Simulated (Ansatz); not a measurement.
# BH (SMILES [BH]): BHLYP/3-21G

Aim: the vertical electron affinity of BH at BHLYP/3-21G, from 2 runs. 

The calculation is run with Ansatz 0.2.0.

60 further runs of the same task are left out: 60 set aside as unsound or not needed.

## Step 1: The structure to begin with

The species is BH (2 atoms), meant as a singlet with charge 0. As SMILES, `[BH]`. Geometry: the measured bond length.

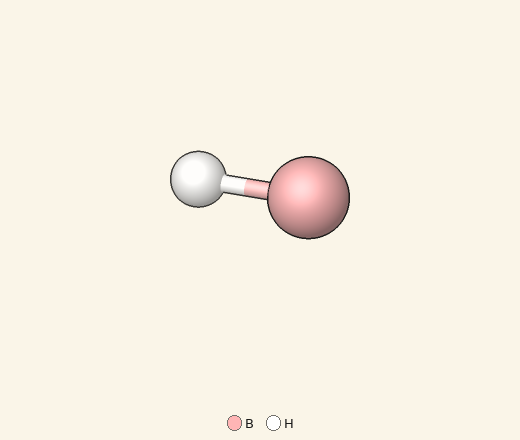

Viewed from a chosen angle; boron pink, hydrogen white.

## Step 2: A single-point energy at BHLYP/3-21G

The input, input.yaml:

```yaml
crystal:
  periodic: [false, false, false]
  atoms:
    - {symbol: B, position_ang: [0.000000, 0.000000, 0.000000]}
    - {symbol: H, position_ang: [0.000000, 0.000000, 1.232400]}
basis:
  gaussian: {orbitals: 3-21G.json}
hamiltonian: {xc: {name: BHLYP}}
accuracy: high
```

The basis set 3-21G is read from a file made from the Basis Set Exchange's data (not shown).

The run is started by

```
$ ansatz run input.yaml --threads 1 --pin off --max-ram 2610MiB --events-out events.jsonl --progress --plain --runs-dir runs
```

Log:

```text
Warning: RAYON_NUM_THREADS=1 ignored (pool sized by the plan → 1); use --threads N
Functional definition: BHLYP
  name "BHLYP"
  parameter a = 0.5
  exchange = (1 - a)*b88_x + a*exact_x
  correlation = lyp_c
210 factors; integrals over basis functions are off by at most 2.8e-9 eV
mean field evaluation 1: about -683.7460 eV, gradient 3.7e0 eV
mean field evaluation 2: about -683.8059 eV, gradient 7.0e-1 eV
mean field evaluation 4: about -683.8001 eV, gradient 1.4e-1 eV
mean field evaluation 8: about -683.8002 eV, gradient 3.5e-5 eV
mean field -683.80016430 eV, -25.1291925416 hartree, gradient 4.7e-8 eV, S^2 0.000000; 0 other end points of the search recorded, 0 dependent functions left out
reference -683.80018010 eV, -25.1291931224 hartree; 3, 3 occupied and 8, 8 virtual orbitals, 210 factors
Total energy: -683.80018010 eV, -25.1291931224 hartree
```

Run time: 0.24 s. Hardware: 1 thread of Arm Neoverse V1, shared host.

## Step 3: The doublet anion, same level

The input, molecule.yaml:

```yaml
basis:
  gaussian:
    orbitals: 3-21G.json
crystal:
  periodic: [false, false, false]
  atoms:
    - symbol: B
      position_ang: [0.000000, 0.000000, 0.000000]
    - symbol: H
      position_ang: [0.000000, 0.000000, 1.232400]
hamiltonian:
  xc: {name: BHLYP}
magnetization:
  spin_polarized: true
  initial_magnetization: 1
accuracy: high
total_charge: -1
```

The basis set 3-21G is read from a file made from the Basis Set Exchange's data (not shown).

The run is started by

```
$ ansatz run molecule.yaml --threads 1 --pin off --max-ram 2610MiB --events-out events.jsonl --progress --plain --runs-dir runs
```

Log:

```text
Warning: RAYON_NUM_THREADS=1 ignored (pool sized by the plan → 1); use --threads N
Functional definition: BHLYP
  name "BHLYP"
  parameter a = 0.5
  exchange = (1 - a)*b88_x + a*exact_x
  correlation = lyp_c
210 factors; integrals over basis functions are off by at most 2.8e-9 eV
mean field evaluation 1: about -682.7031 eV, gradient 4.3e0 eV
mean field evaluation 2: about -682.8908 eV, gradient 1.1e0 eV
mean field evaluation 4: about -682.8960 eV, gradient 2.7e-1 eV
mean field evaluation 8: about -682.8969 eV, gradient 4.3e-3 eV
mean field evaluation 16: about -682.8969 eV, gradient 4.8e-8 eV
mean field evaluation 32: about -682.7031 eV, gradient 4.3e0 eV
mean field -682.89692261 eV, -25.0959990219 hartree, gradient 1.9e-8 eV, S^2 0.754988; 3 other end points of the search recorded, 0 dependent functions left out
reference -682.89693861 eV, -25.0959996096 hartree; 4, 3 occupied and 7, 8 virtual orbitals, 210 factors
Total energy: -682.89693861 eV, -25.0959996096 hartree
```

It took 1.5 s on 1 thread of Arm Neoverse V1, shared host.

## Step 4: What came out

At BHLYP/3-21G:

| quantity | value |
| --- | --- |
| singlet BH: total energy | -25.12919 Eh |
| doublet anion: total energy | -25.09600 Eh |
| doublet anion: ⟨S²⟩ | 0.755 |
| vertical electron affinity (to the doublet anion) | -0.903 eV |

What this shows: The anion lies 0.90 eV (20.8 kcal/mol) above the neutral: the electron isn't bound at this level, and such a value depends on the basis. Without diffuse functions anions come out too high.
